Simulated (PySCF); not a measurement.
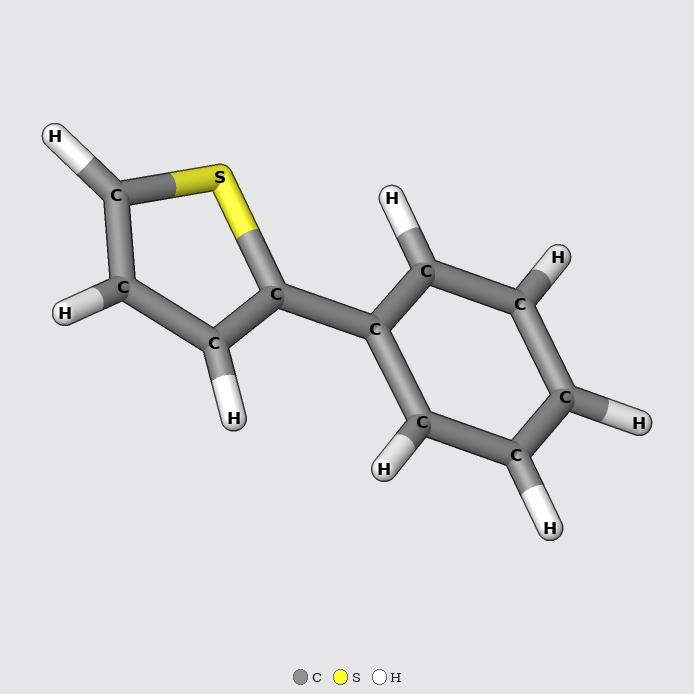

Stick drawing of a structure. Every bond is drawn as one stick, whatever its order.

**Which formula does it have?**

C₁₀H₈S, 19 atoms: 10 carbon, 8 hydrogen and 1 sulfur.

**Write the SMILES.**

c1ccc(-c2cccs2)cc1

The parts below concern this one geometry. Atoms keep their numbers from picture to picture. The geometry was computed by an optimisation with PBE0-D3(BJ)/def2-SVP. No frequency run is at hand to confirm it as a minimum.

**Geometry**

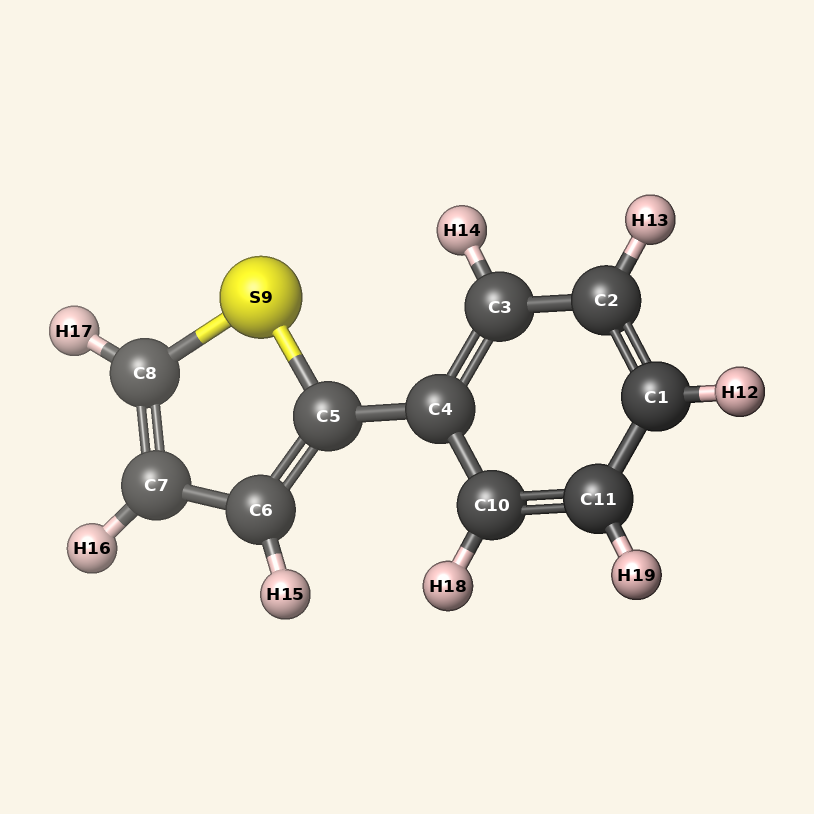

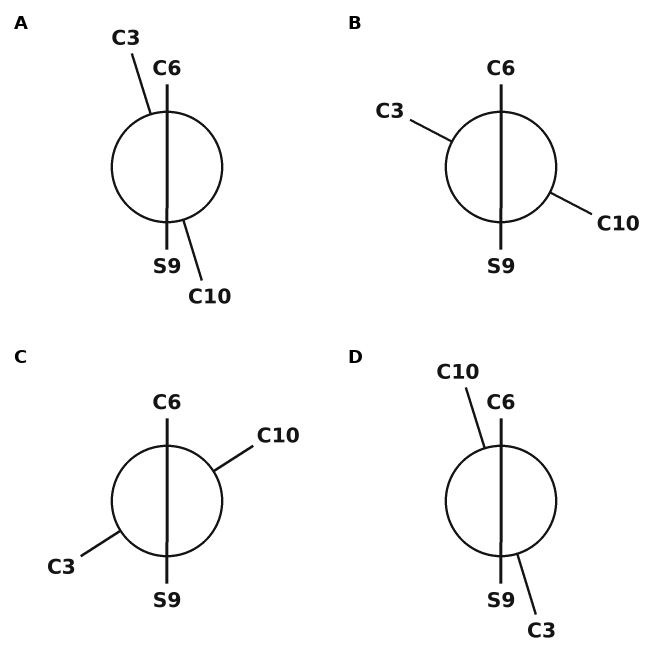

Atoms fade into the background with distance from the viewer. Bonds that would overlap in a projection are set slightly apart. No frequency run is at hand to confirm it as a minimum.

**Which Newman projection shows the view along C5–C4, with C5 in front?**

D. The torsion angle S9–C5–C4–C3 is −3°, synperiplanar (eclipsed).

**NMR shielding**

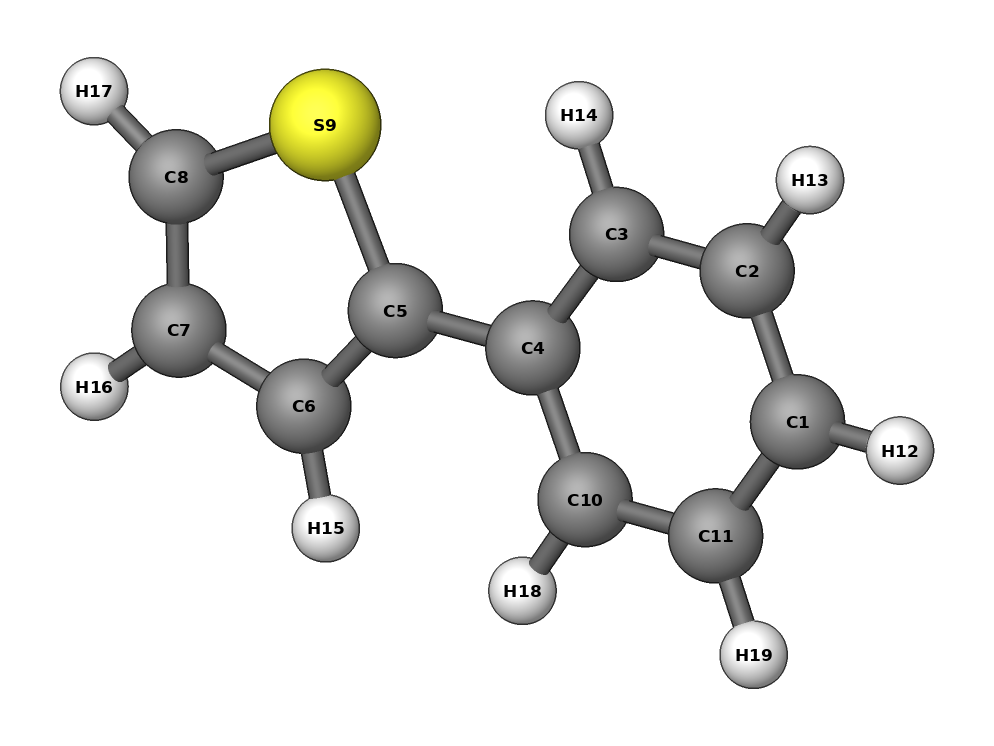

No frequency run is at hand to confirm it as a minimum. Level of theory: GIAO mPW1PW91/pcSseg-2 NMR shielding, non-relativistic, gas phase (PySCF 2.14.0). Principal shieldings σ11 ≤ σ22 ≤ σ33, span Ω = σ33 − σ11, skew κ = 3(σiso − σ22)/Ω.

Give the shielding tensors of the C atoms.

```json
{"atom": "C1", "σ11": "−65.5", "σ22": "34.0", "σ33": "172.7", "σiso": "47.1", "Ω": "238.2", "κ": "0.16"}
{"atom": "C2", "σ11": "−70.1", "σ22": "33.3", "σ33": "171.4", "σiso": "44.9", "Ω": "241.5", "κ": "0.14"}
{"atom": "C3", "σ11": "−53.0", "σ22": "39.6", "σ33": "161.6", "σiso": "49.4", "Ω": "214.6", "κ": "0.14"}
{"atom": "C4", "σ11": "−60.0", "σ22": "11.1", "σ33": "166.9", "σiso": "39.3", "Ω": "226.9", "κ": "0.37"}
{"atom": "C5", "σ11": "−44.7", "σ22": "11.8", "σ33": "108.3", "σiso": "25.1", "Ω": "153.0", "κ": "0.26"}
{"atom": "C6", "σ11": "−25.2", "σ22": "34.9", "σ33": "151.0", "σiso": "53.6", "Ω": "176.2", "κ": "0.32"}
{"atom": "C7", "σ11": "−39.2", "σ22": "35.5", "σ33": "144.5", "σiso": "46.9", "Ω": "183.7", "κ": "0.19"}
{"atom": "C8", "σ11": "−48.1", "σ22": "51.0", "σ33": "140.5", "σiso": "47.8", "Ω": "188.6", "κ": "−0.05"}
{"atom": "C10", "σ11": "−52.0", "σ22": "37.3", "σ33": "169.2", "σiso": "51.5", "Ω": "221.2", "κ": "0.19"}
{"atom": "C11", "σ11": "−69.8", "σ22": "33.9", "σ33": "171.8", "σiso": "45.3", "Ω": "241.5", "κ": "0.14"}
```

Shieldings and span in ppm.

**Excitation**

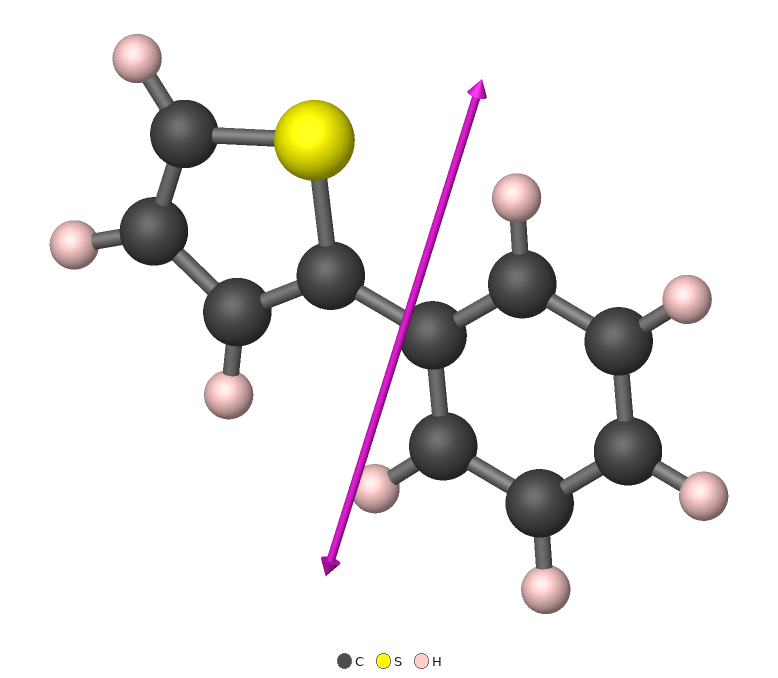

The double arrow shows the direction of the transition dipole to excited singlet state 4 (its length means nothing). No frequency run is at hand to confirm it as a minimum. Level of theory: TDDFT CAM-B3LYP/def2-SVPD, vertical, gas phase, core orbitals frozen in the response (PySCF 2.14.0).

**Where does the transition lie, and how strong is it?**

5.88 eV (211 nm), oscillator strength 0.058, of mixed character, with the largest part HOMO → LUMO+1 (weight 0.34); transition dipole 1.61 D.

**Ring current**

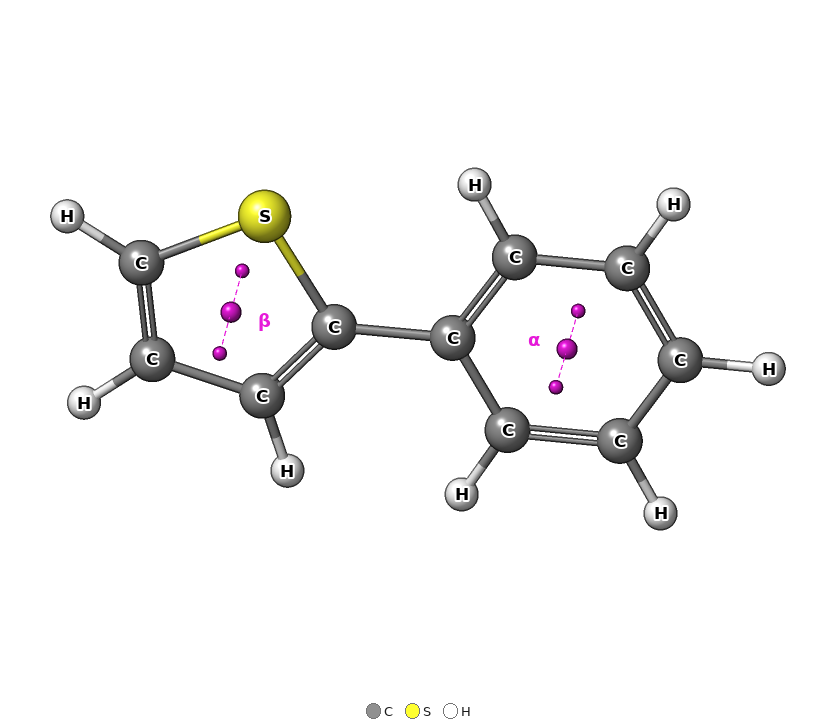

The small points mark where nucleus-independent chemical shifts (NICS) were computed: at the centre of each lettered ring and 1 Å above and below it. No frequency run is at hand to confirm it as a minimum. Method: GIAO mPW1PW91/pcSseg-2 NMR shielding, non-relativistic, gas phase (PySCF 2.14.0).

Give NICS(0), NICS(1) and the out-of-plane component NICS(1)zz for each ring (means of the two sides).

```csv
ring,members,NICS(0),NICS(1),NICS(1)zz
α,C6,−7.1,−8.8,−24.5
β,C4S,−10.5,−8.3,−22.4
```

Values in ppm.

**What do the values say about the ring currents?**

Ring α: diatropic, as in an aromatic ring. Ring β: diatropic, as in an aromatic ring. NICS is one index among several.
